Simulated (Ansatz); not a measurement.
# H3NSiTe: molecular dynamics

Purpose: to follow the molecule's vibrations and see whether its bonds hold. The start is relaxed first. Runs: 300 steps of 0.5 fs under a Nosé-Hoover thermostat, set from 300 K to 900 K by a schedule. SMILES of the start: [SiH2]=N[TeH].

Program: Ansatz 0.2.0. Level of theory: RKS B3LYP-D4/def2-SVP. These are calculated values, not measurements.

### Step 1. Starting point

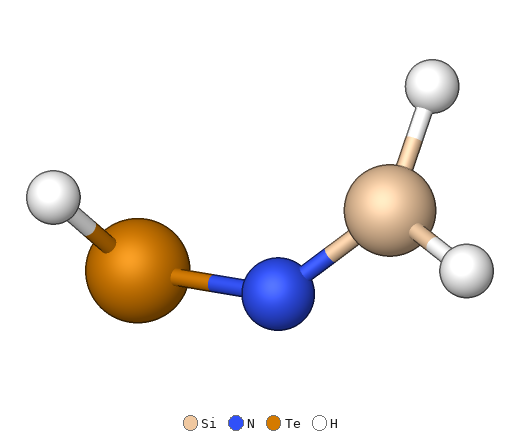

Start, viewed from a chosen angle; silicon light orange, nitrogen blue, tellurium orange, hydrogen white.

Structure file:

```xyz
6

Si   -0.9681    0.1712   -0.5834
N     0.1842   -0.7957   -0.0037
Te    1.4091   -0.7539    1.6522
H    -1.5573   -0.3215   -1.8168
H    -1.5560    1.4454   -0.1588
H     2.4881    0.2545    0.9105
```

### Step 2. Relaxing the start

The input, input.yaml:

```yaml
crystal:
  periodic: [false, false, false]
  atoms:
    - { symbol: Si, position_ang: [-0.96811, 0.17124, -0.58339] }
    - { symbol: "N", position_ang: [0.18419, -0.7957, -0.00367] }
    - { symbol: Te, position_ang: [1.40915, -0.75392, 1.65218] }
    - { symbol: H, position_ang: [-1.55733, -0.3215, -1.8168] }
    - { symbol: H, position_ang: [-1.556, 1.44541, -0.15884] }
    - { symbol: H, position_ang: [2.4881, 0.25447, 0.91052] }
basis:
  gaussian: { orbitals: def2-SVP }
hamiltonian:
  xc: b3lyp
  dispersion: d4
relax:
  f_tol: 0.02
  max_steps: 40
scf:
  lower_state_search: "off"
```

The run is started by

```
$ ansatz run input.yaml --threads 1 --pin off --max-ram 2048MiB --backend cpu --events-out ev --progress --plain --runs-dir out
```

The program printed, cut to the lines that bear on the results:

```text
Warning: RAYON_NUM_THREADS=1 ignored (pool sized by the plan → 1); use --threads N
[...]
Functional definition: B3LYP
[...]
871 factors; integrals over basis functions are off by at most 3.5e-4 eV
[...]
mean field -16706.76579245 eV, -613.9623186201 hartree, gradient 7.5e-6 eV, S^2 0.000000; 0 other end points of the search recorded, 0 dependent functions left out
[...]
reference -16706.76603276 eV, -613.9623274512 hartree; 24, 24 occupied and 49, 49 virtual orbitals, 871 factors
relax step   1: F+E_penalty+E_count = -16707.02091281 eV  Δ(F+E_penalty+E_count) = +0.000e0 eV  max|allowed force component| = 6.323e-1 eV/Å  Δτ_max = 0.0000 Å  (16 SCF iters, accepted)
[...]
relax step   4: F+E_penalty+E_count = -16707.10249246 eV  Δ(F+E_penalty+E_count) = -1.648e-2 eV  max|allowed force component| = 4.901e-1 eV/Å  Δτ_max = 0.1472 Å  (20 SCF iters, accepted)
[...]
relax step   7: F+E_penalty+E_count = -16707.12022791 eV  Δ(F+E_penalty+E_count) = -3.741e-3 eV  max|allowed force component| = 1.405e-1 eV/Å  Δτ_max = 0.0253 Å  (21 SCF iters, accepted)
[...]
relax step  10: F+E_penalty+E_count = -16707.25370310 eV  Δ(F+E_penalty+E_count) = -9.118e-2 eV  max|allowed force component| = 4.350e-1 eV/Å  Δτ_max = 0.2000 Å  (20 SCF iters, accepted)
[...]
relax step  13: F+E_penalty+E_count = -16707.31360424 eV  Δ(F+E_penalty+E_count) = -7.743e-3 eV  max|allowed force component| = 2.886e-2 eV/Å  Δτ_max = 0.0861 Å  (20 SCF iters, accepted)
[...]
relax step  14: F+E_penalty+E_count = -16707.31376948 eV  Δ(F+E_penalty+E_count) = -1.652e-4 eV  max|allowed force component| = 2.085e-2 eV/Å  Δτ_max = 0.0108 Å  (15 SCF iters, accepted)
[...]
relax step  15: F+E_penalty+E_count = -16707.31379046 eV  Δ(F+E_penalty+E_count) = -2.098e-5 eV  max|allowed force component| = 1.737e-3 eV/Å  Δτ_max = 0.0025 Å  (14 SCF iters, accepted)
Total energy: -16707.31402789 eV, -613.9824659009 hartree
Atom 0 at    -0.879781     0.097002    -0.657069 Å, force    -0.001282     0.000375    -0.001737 eV/Å
Atom 1 at     0.108395    -0.999436    -0.013872 Å, force     0.001534    -0.000962     0.001026 eV/Å
Atom 2 at     1.709375    -0.984122     1.200456 Å, force     0.000153    -0.001243     0.000305 eV/Å
Atom 3 at    -1.977888    -0.367900    -1.534031 Å, force     0.000001     0.000901     0.000417 eV/Å
Atom 4 at    -0.824451     1.575718    -0.473419 Å, force    -0.000341    -0.000082     0.000092 eV/Å
Atom 5 at     1.864349     0.678737     1.477935 Å, force    -0.000066     0.001011    -0.000104 eV/Å
Dipole moment:    -0.093463     0.344428    -0.037643 e Å
Checks for a lower state left out: stability, starts, cluster_reference, orbital_swaps, neighbouring_geometries, increment
```

Wall time 65 s (1 thread of Intel Xeon Platinum 8259CL at 2.50GHz (Skylake/Cascade Lake), shared host); peak memory 0.15 GiB.

Relaxation path:

```tsv
step	energy from step 1 (eV)	largest force component (eV/Å)
1	0.0000	0.6323
2	-0.0445	0.2230
3	-0.0651	0.2467
4	-0.0816	0.4901
5	-0.0889	0.2018
6	-0.0956	0.1424
7	-0.0993	0.1405
8	-0.1223	0.5493
9	-0.1416	0.6979
10	-0.2328	0.4350
11	-0.2849	0.2387
12x	-0.2773	0.3696
13	-0.2927	0.0289
14	-0.2929	0.0208
15	-0.2929	0.0017
```

Step 1 is the start. 1 step was tried and not accepted (12; marked x where the table lists them).

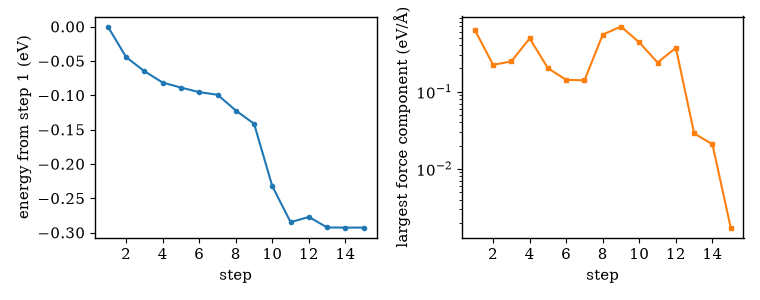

Energy and largest force along the relaxation.

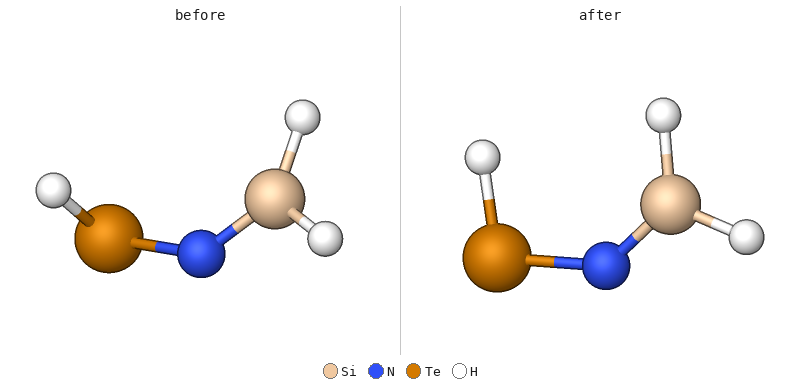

The structure before (left) and after (right), drawn at the same scale.

After: Bond lengths: Si1–N2 1.610 Å, N2–Te3 2.009 Å, Si1–H4 1.480 Å, Si1–H5 1.491 Å, Te3–H6 1.693 Å. Angles: Si1–N2–Te3 136.5°, N2–Si1–H4 118.6°, N2–Si1–H5 127.1°, H4–Si1–H5 114.3°, N2–Te3–H6 100.3°.

### Step 3. The run

300 steps of 0.5 fs under a Nosé-Hoover thermostat, set from 300 K to 900 K by a schedule, from the relaxed start.

The input, input.yaml:

```yaml
crystal:
  periodic: [false, false, false]
  atoms:
    - { symbol: Si, position_ang: [-0.879781, 0.097002, -0.657069] }
    - { symbol: "N", position_ang: [0.108395, -0.999436, -0.013872] }
    - { symbol: Te, position_ang: [1.709375, -0.984122, 1.200456] }
    - { symbol: H, position_ang: [-1.977888, -0.3679, -1.534031] }
    - { symbol: H, position_ang: [-0.824451, 1.575718, -0.473419] }
    - { symbol: H, position_ang: [1.864349, 0.678737, 1.477935] }
basis:
  gaussian: { orbitals: def2-SVP }
hamiltonian:
  xc: b3lyp
  dispersion: d4
md:
  timestep: 0.5
  n_steps: 300
  ensemble: nvt_nose_hoover
  temperature: 300.0
  initial_velocities: maxwell_boltzmann
  seed: 101444
  nose_hoover: { tau: 20.0, chain_length: 5 }
  temperature_schedule:
    - { n_steps: 75, end_temperature: 300.0 }
    - { n_steps: 225, end_temperature: 900.0 }
scf:
  lower_state_search: "off"
```

The run is started by

```
$ ansatz run input.yaml --threads 1 --pin off --max-ram 2048MiB --backend cpu --events-out ev --progress --plain --runs-dir out
```

The program printed, cut to the lines that bear on the results:

```text
Warning: RAYON_NUM_THREADS=1 ignored (pool sized by the plan → 1); use --threads N
[...]
[... 1 set-up line as earlier in the session ...]
[...]
871 factors; integrals over basis functions are off by at most 3.5e-4 eV
[...]
mean field -16707.05469859 eV, -613.9729357246 hartree, gradient 2.2e-6 eV, S^2 0.000000; 0 other end points of the search recorded, 0 dependent functions left out
[...]
reference -16707.05493508 eV, -613.9729444155 hartree; 24, 24 occupied and 49, 49 virtual orbitals, 871 factors
md step     0: t =     0.00 fs  T =   300.0 K (target 300.0 K)  F+E_penalty+E_count = -16707.31379933 eV  E_kin = 0.155112 eV  conserved = -16707.15868733 eV  (15 SCF iters)
[...]
md step    17: t =     8.50 fs  T =   149.4 K (target 300.0 K)  F+E_penalty+E_count = -16707.23213263 eV  E_kin = 0.077240 eV  conserved = -16707.15844414 eV  (14 SCF iters)
[...]
md step    34: t =    17.00 fs  T =   154.6 K (target 300.0 K)  F+E_penalty+E_count = -16707.21438915 eV  E_kin = 0.079922 eV  conserved = -16707.15837677 eV  (15 SCF iters)
[...]
md step    51: t =    25.50 fs  T =   228.2 K (target 300.0 K)  F+E_penalty+E_count = -16707.21301919 eV  E_kin = 0.118009 eV  conserved = -16707.15825997 eV  (15 SCF iters)
[...]
md step    68: t =    34.00 fs  T =   273.0 K (target 300.0 K)  F+E_penalty+E_count = -16707.15975729 eV  E_kin = 0.141178 eV  conserved = -16707.15811601 eV  (15 SCF iters, 3 dispersion substeps)
md step    69: t =    34.50 fs  T =   273.7 K (target 300.0 K)  F+E_penalty+E_count = -16707.15785766 eV  E_kin = 0.141490 eV  conserved = -16707.15819191 eV  (15 SCF iters, 3 dispersion substeps)
md step    70: t =    35.00 fs  T =   278.1 K (target 300.0 K)  F+E_penalty+E_count = -16707.15805111 eV  E_kin = 0.143795 eV  conserved = -16707.15827159 eV  (15 SCF iters, 3 dispersion substeps)
```

### Step 4. The log goes on: dynamics from the start

The log, continued, cut to the lines that bear on the results:

```text
md step    71: t =    35.50 fs  T =   284.0 K (target 300.0 K)  F+E_penalty+E_count = -16707.15904228 eV  E_kin = 0.146837 eV  conserved = -16707.15833407 eV  (15 SCF iters, 3 dispersion substeps)
[...]
md step    91: t =    45.50 fs  T =   316.7 K (target 341.3 K)  F+E_penalty+E_count = -16707.15077195 eV  E_kin = 0.163756 eV  conserved = -16707.15841433 eV  (15 SCF iters, 3 dispersion substeps)
[...]
md step   111: t =    55.50 fs  T =   181.4 K (target 394.7 K)  F+E_penalty+E_count = -16707.06850107 eV  E_kin = 0.093806 eV  conserved = -16707.15802981 eV  (15 SCF iters, 3 dispersion substeps)
[...]
md step   131: t =    65.50 fs  T =   295.1 K (target 448.0 K)  F+E_penalty+E_count = -16707.08024835 eV  E_kin = 0.152603 eV  conserved = -16707.15826803 eV  (21 SCF iters, 3 dispersion substeps)
[...]
md step   151: t =    75.50 fs  T =   478.2 K (target 501.3 K)  F+E_penalty+E_count = -16707.10764044 eV  E_kin = 0.247250 eV  conserved = -16707.15823131 eV  (21 SCF iters, 3 dispersion substeps)
md step   152: t =    76.00 fs  T =   428.4 K (target 504.0 K)  F+E_penalty+E_count = -16707.07831147 eV  E_kin = 0.221503 eV  conserved = -16707.15803328 eV  (21 SCF iters, 3 dispersion substeps)
md step   153: t =    76.50 fs  T =   379.1 K (target 506.7 K)  F+E_penalty+E_count = -16707.04966368 eV  E_kin = 0.196033 eV  conserved = -16707.15786465 eV  (21 SCF iters, 3 dispersion substeps)
```

### Step 5. More of the same log: dynamics from the start

Output, continued, cut to the lines that bear on the results:

```text
md step   154: t =    77.00 fs  T =   335.4 K (target 509.3 K)  F+E_penalty+E_count = -16707.02428350 eV  E_kin = 0.173437 eV  conserved = -16707.15776355 eV  (21 SCF iters, 3 dispersion substeps)
[...]
md step   171: t =    85.50 fs  T =   274.9 K (target 554.7 K)  F+E_penalty+E_count = -16706.96099708 eV  E_kin = 0.142121 eV  conserved = -16707.15772206 eV  (15 SCF iters, 3 dispersion substeps)
[...]
md step   188: t =    94.00 fs  T =   595.3 K (target 600.0 K)  F+E_penalty+E_count = -16707.03585741 eV  E_kin = 0.307772 eV  conserved = -16707.15804037 eV  (20 SCF iters, 3 dispersion substeps)
[...]
md step   205: t =   102.50 fs  T =  1092.5 K (target 645.3 K)  F+E_penalty+E_count = -16707.23537037 eV  E_kin = 0.564861 eV  conserved = -16707.15842251 eV  (21 SCF iters, 3 dispersion substeps)
[...]
md step   300: t =   150.00 fs  T =  1141.7 K (target 898.7 K)  F+E_penalty+E_count = -16707.03525741 eV  E_kin = 0.590298 eV  conserved = -16707.15799614 eV  (22 SCF iters, 3 dispersion substeps)
Total energy: -16707.03549744 eV, -613.9722300956 hartree
Atom 0 at    -0.995299     0.080004    -0.710223 Å, force     0.678369     1.373821    -0.281910 eV/Å
Atom 1 at     0.136360    -0.758658     0.042011 Å, force     0.568548    -0.077009     0.486156 eV/Å
Atom 2 at     1.728128    -1.003905     1.209708 Å, force    -0.137221    -0.260177     0.076188 eV/Å
Atom 3 at    -1.633623    -0.592687    -1.800782 Å, force    -0.808968    -0.657905    -0.597331 eV/Å
Atom 4 at    -1.017638     1.584844    -1.005155 Å, force    -0.054241    -0.501644     0.533568 eV/Å
Atom 5 at     2.169370     0.526493     1.809631 Å, force    -0.246488     0.122914    -0.216670 eV/Å
Dipole moment:    -0.076507     0.196031     0.026391 e Å
Checks for a lower state left out: stability, starts, cluster_reference, orbital_swaps, neighbouring_geometries, increment
```

Run time: 15 min. Hardware: 1 thread of Intel Xeon Platinum 8259CL at 2.50GHz (Skylake/Cascade Lake), shared host; peak memory 0.15 GiB.

### Step 6. Frames and traces

One step in 16; energies are changes from step 0:

```tsv
time (fs)	T (K)	potential energy change (meV/atom)	conserved energy change (meV/atom)
0.0	300	0.0	0.00
8.0	156	13.0	0.03
16.0	188	13.2	0.02
24.0	192	18.2	0.06
32.0	336	18.4	0.08
40.0	310	26.1	0.09
48.0	162	40.9	0.12
56.0	212	38.5	0.10
64.0	310	36.5	0.08
72.0	508	26.6	0.05
80.0	217	60.5	0.09
88.0	611	33.8	0.05
96.0	535	53.9	0.17
104.0	1082	15.0	0.05
112.0	425	72.0	0.21
120.0	792	43.7	0.12
128.0	438	78.3	0.27
136.0	1137	28.4	0.19
144.0	570	83.1	0.28
150.0	1142	46.4	0.12
```

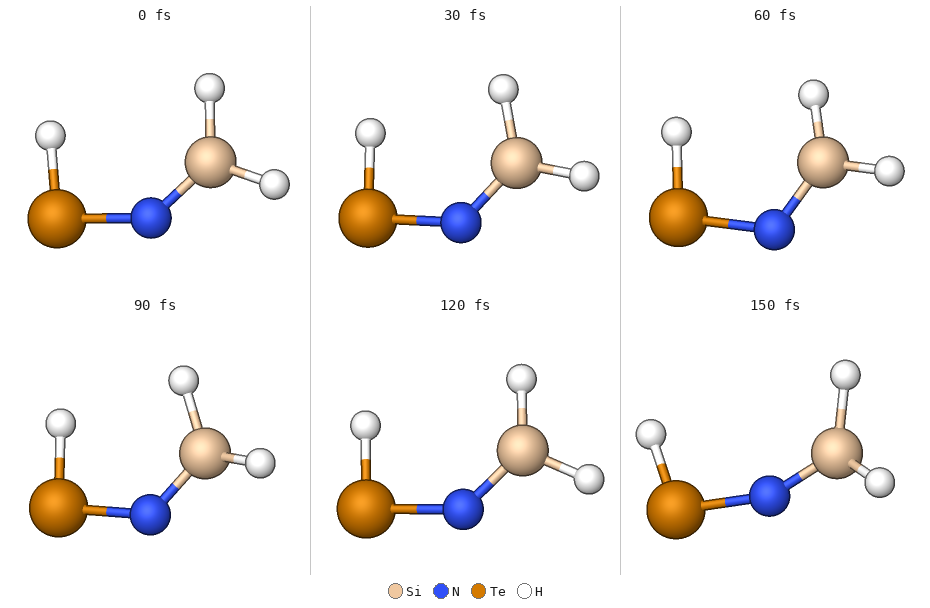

The system at six times, viewed from a chosen angle. Sticks join atoms within a bonding distance in each frame.

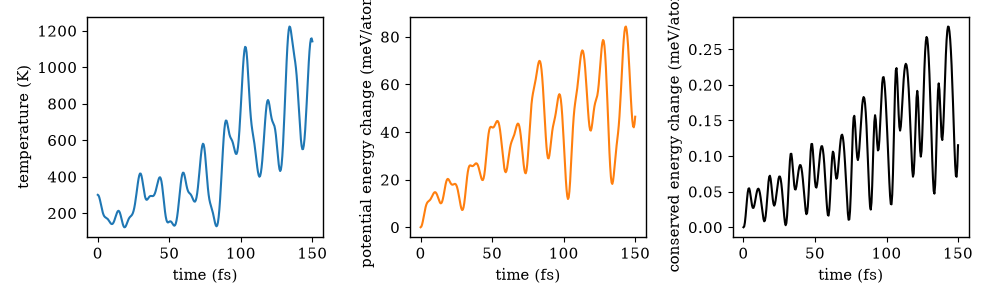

Time series of the run, each on its own scale.

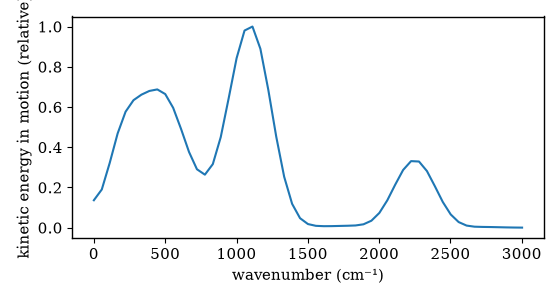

Power spectrum of the mass-weighted velocities; a run of 150 fs resolves no finer than about 440 cm⁻¹.

Maxima of the velocity power spectrum (cm⁻¹, relative height; resolution about 440 cm⁻¹): 440 (69), 1110 (100), 2220 (33).

### Step 7. Snapshots as a file

Positions (Å) and forces (eV/Å):

```xyz
6
time_fs=19.0 T=122 dE=0.1218
Si   -0.850    0.102   -0.608    1.481   -1.075    0.549
N     0.153   -1.085   -0.029   -1.596    1.225   -0.807
Te    1.696   -0.976    1.192    0.858   -0.159    0.640
H    -1.889   -0.316   -1.508   -0.704   -0.244   -0.502
H    -0.587    1.556   -0.611   -0.004    0.216    0.200
H     1.824    0.690    1.480   -0.036    0.038   -0.080
6
time_fs=37.5 T=294 dE=0.1573
Si   -0.786    0.079   -0.593   -1.916    1.989   -0.792
N     0.073   -1.122   -0.081    1.720   -1.979    1.122
Te    1.693   -0.968    1.192   -0.410   -0.115   -0.455
H    -2.074   -0.109   -1.358    0.509   -0.044    0.123
H    -0.541    1.497   -0.189   -0.052    0.067   -0.147
H     1.673    0.714    1.240    0.149    0.082    0.150
6
time_fs=56.0 T=212 dE=0.2310
Si   -0.760    0.111   -0.580   -0.458   -1.469    0.179
N     0.066   -1.259   -0.071   -0.431    1.985   -0.331
Te    1.687   -0.960    1.187    0.097   -0.486    0.008
H    -2.019   -0.115   -1.448    0.891    0.217    0.501
H    -0.622    1.496    0.013    0.046   -0.295   -0.305
H     1.796    0.724    1.270   -0.146    0.049   -0.053
6
time_fs=75.0 T=523 dE=0.1792
Si   -0.765    0.085   -0.543    0.917   -0.180    0.341
N     0.119   -1.203   -0.030   -1.021    0.766   -0.719
Te    1.679   -0.962    1.178    0.742   -0.059    0.710
H    -1.636   -0.060   -1.681   -0.686   -0.238   -0.504
H    -0.439    1.528   -0.248   -0.090   -0.266    0.094
H     1.632    0.731    1.262    0.138   -0.023    0.078
6
time_fs=94.0 T=595 dE=0.2779
Si   -0.790    0.070   -0.562   -1.589    2.660   -1.420
N     0.081   -1.099   -0.070    2.679   -2.966    1.867
Te    1.688   -0.968    1.186   -0.069   -0.248   -0.027
H    -1.743   -0.221   -1.606   -0.763    0.005   -0.455
H    -0.422    1.473   -0.363   -0.194    0.618    0.114
H     1.756    0.712    1.424   -0.063   -0.068   -0.079
6
time_fs=112.5 T=407 dE=0.4414
Si   -0.885    0.144   -0.681    0.477   -3.181    0.936
N     0.128   -1.130   -0.043   -2.173    2.740   -1.147
Te    1.712   -0.981    1.205    0.181    0.060   -0.110
H    -2.289   -0.300   -1.210    1.291    0.179    0.218
H    -0.929    1.579   -0.346    0.326    0.297    0.131
H     1.852    0.694    1.474   -0.102   -0.096   -0.029
6
time_fs=131.0 T=844 dE=0.2763
Si   -0.937    0.099   -0.719   -1.998    1.394   -0.595
N     0.061   -0.893   -0.048    2.467   -1.993    1.685
Te    1.730   -0.996    1.216   -1.383    0.456   -1.101
H    -2.227   -0.487   -1.355    0.963    0.603    0.250
H    -0.881    1.600   -0.464   -0.262   -0.388   -0.374
H     1.762    0.670    1.490    0.213   -0.072    0.135
6
time_fs=150.0 T=1142 dE=0.2785
Si   -0.995    0.080   -0.710    0.678    1.374   -0.282
N     0.136   -0.759    0.042    0.569   -0.077    0.486
Te    1.728   -1.004    1.210   -0.137   -0.260    0.076
H    -1.634   -0.593   -1.801   -0.809   -0.658   -0.597
H    -1.018    1.585   -1.005   -0.054   -0.502    0.534
H     2.169    0.526    1.810   -0.246    0.123   -0.217
```

### Step 8. Outcome

| quantity | value |
| --- | --- |
| relaxation of the start | 13 moves, 0.293 eV lower |
| length | 300 steps of 0.5 fs |
| temperature, first and last step | 300 and 1142 K |
| temperature, second half | mean 669 K, from 127 to 1223 K |
| potential energy, second half | +51 meV/atom from the start |
| largest change of the conserved energy | 0.28 meV/atom |
| bonds formed or broken | 0 |

The set-point goes from 300 to 900 K in 150 fs, and the last tenth of the run averages 886 K. Such a rate, of order 10^16 K/s, is far beyond any furnace or quench. The conserved energy strays from its start by at most 0.28 meV/atom, 0.7 % of the mean kinetic energy, which is good for a step of 0.5 fs. The bonding pattern survives the run. Averages from a run of 150 fs with 6 atoms are rough. The nuclei move classically, without zero-point motion, which matters most for hydrogen.
